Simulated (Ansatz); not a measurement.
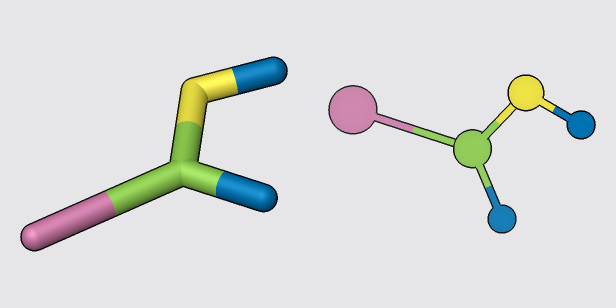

The same structure drawn twice, from different directions. Colours: carbon green, oxygen yellow, aluminium pink, hydrogen blue.

Charge 0, doublet. The computed structure is the end point of a PBE0-D4/def2-TZVP optimisation. No frequency run is at hand to confirm it as a minimum.

> What is the molecular formula?

CH₂AlO, 5 atoms: 1 carbon, 2 hydrogen, 1 aluminium and 1 oxygen.

> What is the point group of this geometry?

Cs.

> Count the bonded pairs by element.

1 C–O, 1 C–Al, 1 C–H, 1 O–H. Sticks follow a distance rule.

> How many atoms are distinct by symmetry?

5: 1 C, 1 O, 1 Al, 1 H, 1 H.

The parts below concern this one geometry. Atoms keep their numbers from picture to picture.

**Geometry**

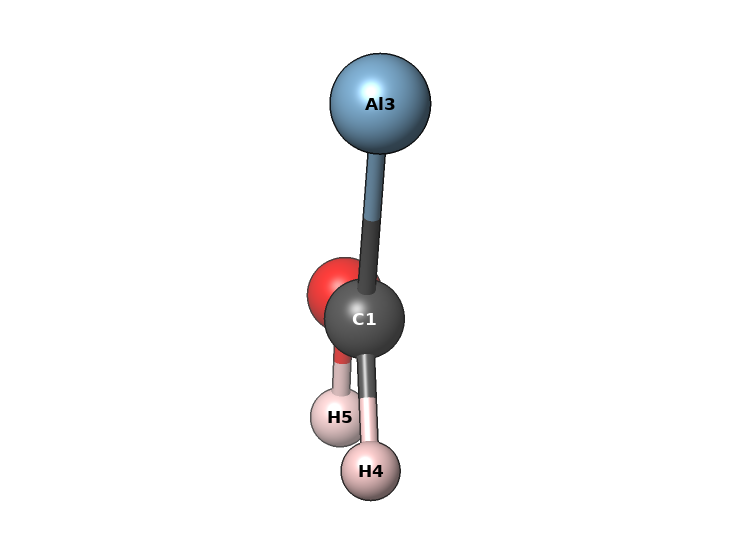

O2 lies behind C1. The molecule seen nearly along the C1–O2 bond, C1 in front. Depth is shown by fading: the farther an atom, the more it takes the colour of the background. No frequency run is at hand to confirm it as a minimum.

> What is the torsion angle Al3–C1–O2–H5? The sign is positive where the front bond must turn clockwise to cover the back bond.

180°, antiperiplanar (anti).

**Dipole moment**

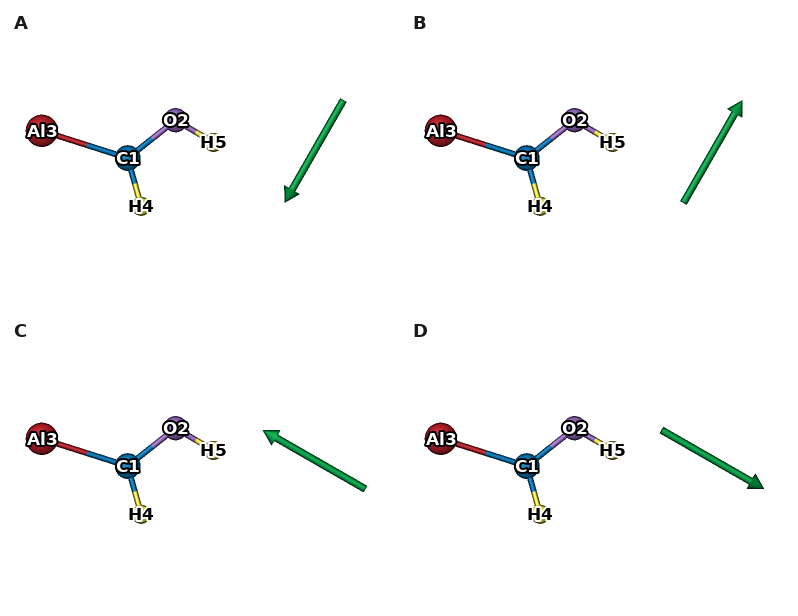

The same molecule four times, each with an arrow. No frequency run is at hand to confirm it as a minimum. Method: UKS PBE0-D4/def2-TZVP (Ansatz 0.2.0).

> Which arrow points along the dipole moment, from the negative to the positive end?

D. The dipole moment is 2.78 D; it points from the side of Al3 to the side of H5 (the outermost atoms at the two ends).

**Electronic properties**

No frequency run is at hand to confirm it as a minimum. Level of theory: UKS PBE0-D4/def2-TZVPP (Ansatz 0.2.0).

> Estimate the HOMO energy (Kohn–Sham orbital).

−5.41 eV.

> Estimate the ⟨S²⟩ of the determinant.

0.755.

**Charges**

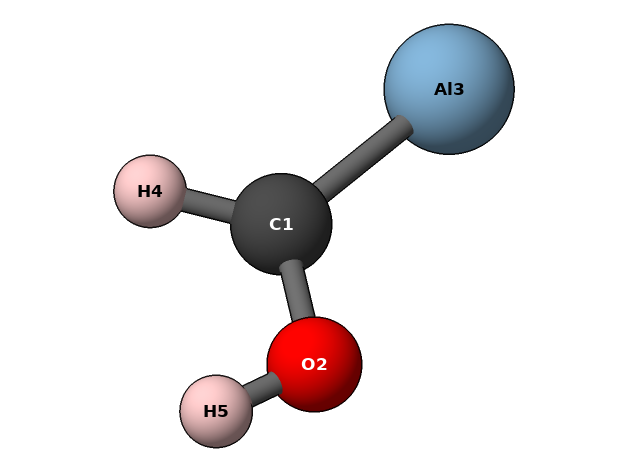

The questions are on Mulliken charges. No frequency run is at hand to confirm it as a minimum. Method: UKS PBE0-D4/def2-TZVP (Ansatz 0.2.0).

List the Mulliken charges.

| atom | value (e) |
| --- | --- |
| C1 | −0.18 |
| O2 | −0.36 |
| Al3 | 0.11 |
| H4 | 0.11 |
| H5 | 0.32 |

Mulliken values depend strongly on the basis set and can even reverse the polarity of a bond.
